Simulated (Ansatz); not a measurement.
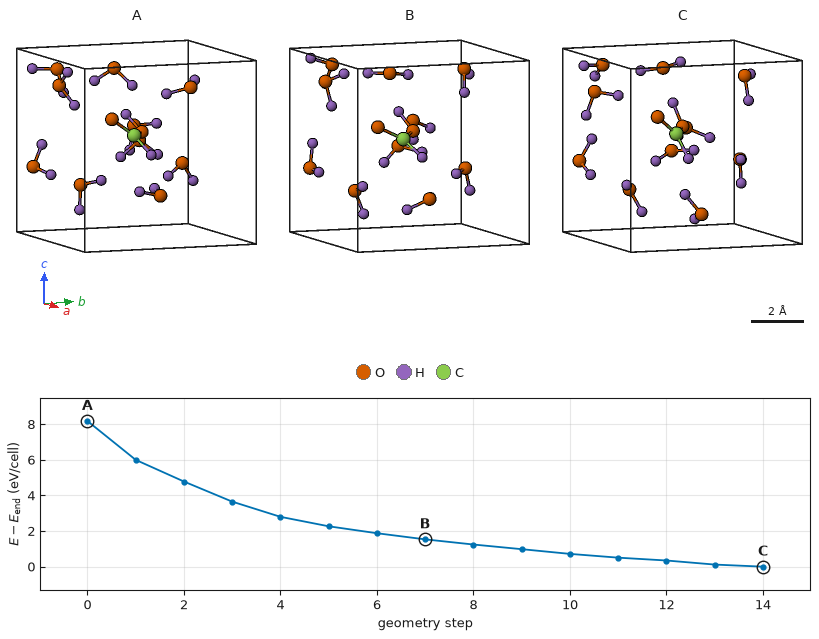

Frames of a relaxation of an amorphous cell of composition H22CO12, marked on the history of the run. The picture is a ball-and-stick view of the cell of the calculation, seen slightly off an axis.

The cell holds 10 H2O + 1 HCOOH. The run prepares the start of a later molecular dynamics calculation, from a guessed geometry.

These are results of DFT PBE-D3(BJ), scalar-relativistic, plane waves, PAW in Ansatz, not measurements. Set-up: plane-wave cutoff 420 eV; k-point mesh 1 × 1 × 1; occupations fermi dirac; smearing width 0.05 eV; no spin polarisation; atoms relaxed in a fixed cell; force threshold 0.3 eV/Å; at most 15 steps.

Question: What happens along the run?

Answer: The relaxation stopped without meeting its thresholds, so the last structure isn't shown to be converged. It used up its limit of 15 steps. The largest moves, 1.43 Å, are those of H atoms. By element the largest moves are H 1.43 Å, O 1.05 Å, C 0.16 Å. The cell stays as it was. Near-neighbour distances that change, for instance: H–O 0.969 → 1.030 Å, C–O 1.350 → 1.300 Å, H–O 0.969 → 0.997 Å, C–O 1.212 → 1.235 Å. Among the angles between lasting bonds that change: C–O–H 106.0° → 114.7°, O–C–H 125.5° → 121.7°, H–O–H 104.0° → 107.8°. Over 14 geometry steps the energy falls by 8.181 eV per cell of the calculation. The largest force component goes from 2.3 to 1.5 eV/Å. The run took 32 s on 1 thread of Intel(R) Xeon(R) Platinum 8488C (Sapphire Rapids), on a shared host, peak memory 0.51 GiB. From step 0 to 7: an H atom moves most (0.98 Å), energy −6.647 eV per cell of the calculation. From step 7 to 14: an H atom moves most (0.97 Å), energy −1.534 eV per cell of the calculation.

Limits of the set-up: the periodic images lie only 7.1 Å apart, so the values are limited by the cell's size.
